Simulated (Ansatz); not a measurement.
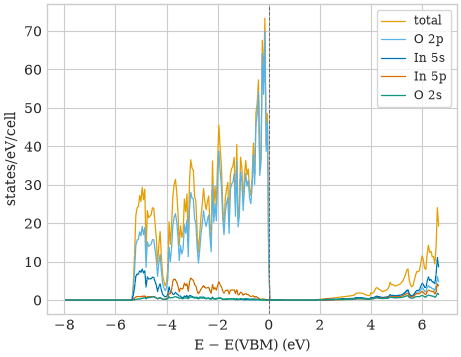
Total and projected density of states of In₂O₃ (bixbyite, Ia-3), plane-wave PAW r²SCAN (Ansatz code)

**Question.** Which orbitals carry the states next to the gap?

**Answer.** Top 1 eV of the valence band: O 2p 94 %. Bottom 1 eV of the conduction band: In 5s 50 %, O 2s 24 %, O 2p 15 %, In 5p 10 %. Projections are on Löwdin-orthogonalised atomic valence shells; empty p or d shells of many metals are not among them.

Symmetry was held in the r²SCAN relaxation. Spin–orbit coupling is left out wherever it is not named.

Potentials: the later of the program's two PAW sets.
